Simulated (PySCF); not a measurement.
CHCl$_{3}$, SMILES `ClC(Cl)Cl`.

Method: B3LYP/def2-SVP; geometry: GFN2-xTB; program: PySCF. No frequency check shows the geometry to be a minimum. GFN2-xTB bond lengths at metals and heavier atoms can be off by up to 0.1 Å and shapes distorted, which carries into these values.

Input

```python
import numpy as np
from pyscf import gto, scf, dft
from pyscf.scf import atom_ks, atom_hf
from scipy.linalg import block_diag

def solve(mol, dm0=None, hcore=None):
    mf = (dft.UKS if mol.spin else dft.RKS)(mol, xc='b3lyp')
    mf.grids.level = 3
    mf = mf.density_fit(auxbasis='def2-universal-jkfit')
    mf.conv_tol, mf.max_cycle = 1e-8, 80
    if hcore is not None:
        mf.get_hcore = lambda *args: hcore
    mf.kernel(dm0)
    if not mf.converged:
        mf = mf.newton().run(mf.mo_coeff, mf.mo_occ, max_cycle=30)
    assert mf.converged, 'SCF not converged'
    return mf

mol = gto.M(atom='''
Cl     1.61831    -0.43393     0.08743
C      0.00005    -0.00009    -0.48107
Cl    -1.18498    -1.18449     0.08743
Cl    -0.43335     1.61845     0.08742
H     -0.00003    -0.00003    -1.57242
''', basis='def2-svp', charge=0, spin=0, verbose=4)
mf = solve(mol)
mf.analyze()
# spherically averaged free atoms, for the promolecule
atm = atom_ks.get_atm_nrks(mol, xc='b3lyp')
pro = block_diag(*[(atm[a[0]][2] * atm[a[0]][3]) @ atm[a[0]][2].T for a in mol._atom])
np.savez('result.npz', e=mf.e_tot, c=mf.mo_coeff, occ=mf.mo_occ, eps=mf.mo_energy, pro=pro, dip=mf.dip_moment(verbose=0), s2=mf.spin_square()[0])
```

Run with:

```sh
OMP_NUM_THREADS=1 python input.py
```

The run took 12 s on 1 thread of Arm Neoverse N1, on a shared host, peak memory 0.32 GiB.

Partitions, critical points and surface values were worked out afterwards from this run's density.

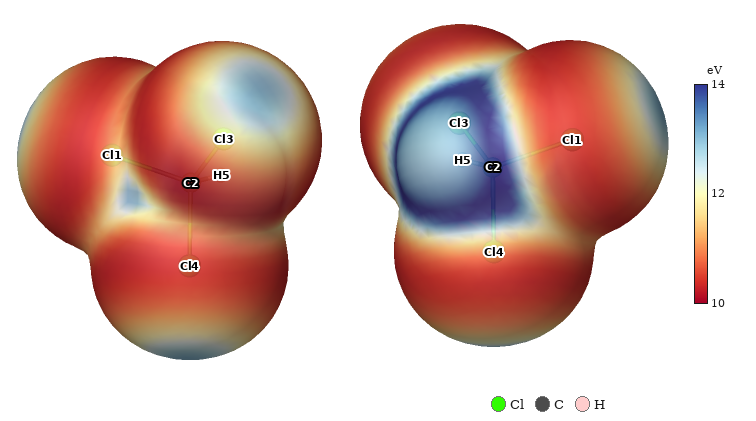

Average local ionisation energy on the surface of electron density 0.001 a.u. (back view left, front view right).

> Locate the minima of the map.

The lowest value is 10.2 eV, 2.1 Å from Cl4, and at like points elsewhere. Further minima include 10.3 eV, 2.0 Å from Cl3, and at like points elsewhere. For comparison, the highest occupied orbital lies at −8.3 eV.

> What volume does the surface enclose, and what is the dipole moment?

About 101 Å³; the dipole moment is 1.2 D.
